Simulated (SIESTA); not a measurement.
Band structure of LiAg₃ (Pm-3m, 4 atoms in the cell).

```
LiAg3
1.0
    4.03340     0.00000     0.00000
    0.00000     4.03340     0.00000
    0.00000     0.00000     4.03340
Li Ag
1 3
Direct
  0.00000   0.00000   0.00000
  0.00000   0.50000   0.50000
  0.50000   0.00000   0.50000
  0.50000   0.50000   0.00000
```

Computed with GGA PBEsol, numerical atomic orbitals DZP, PseudoDojo PBEsol standard norm-conserving potentials (rewritten from UPF to PSML) (SIESTA 5.4.2).

Settings: XC.functional = GGA; XC.authors = PBEsol; potentials = PseudoDojo PBEsol standard; PAO.BasisSize = DZP; PAO.EnergyShift = 0.005 Ry; MeshCutoff = 400 Ry; kgrid.MonkhorstPack = 8 8 8; OccupationFunction = FD; ElectronicTemperature = 580.23 K; PAO.Polarization.NonPerturbative = true; MaxSCFIterations = 150; SCF.Mixer.Method = Pulay; SCF.Mixer.Weight = 0.25; SCF.Mixer.History = 8.

The starting cell comes from a database of computed structures (which also holds hypothetical and non-ambient phases and stackings), without a prior relaxation at this level. Its lattice was rescaled by a random factor within 2.5 % of one. Values carry the incompleteness of an atom-centred basis.

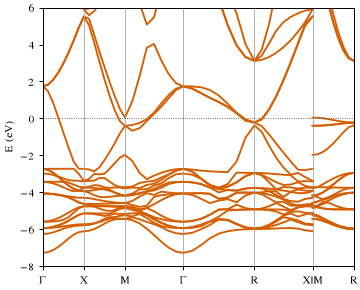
Figure: Bands along the path, energies from the Fermi level.

Levels in eV from the Fermi level, bands 27 to 32:
| point | 27 | 28 | 29 | 30 | 31 | 32 |
|---|---|---|---|---|---|---|
| Γ | -2.73 | -2.73 | -2.73 | 1.74 | 1.74 | 1.74 |
| X | -3.74 | -3.41 | -3.38 | -2.72 | 5.51 | 5.51 |
| M | -3.79 | -3.71 | -1.98 | -0.40 | -0.40 | 0.05 |
| R | -2.95 | -2.95 | -0.38 | -0.22 | -0.22 | -0.22 |

Bands cross the Fermi level along this path, so the cell is metallic at this level.

Higher empty bands are left out: an atom-centred basis made for the valence describes them poorly.
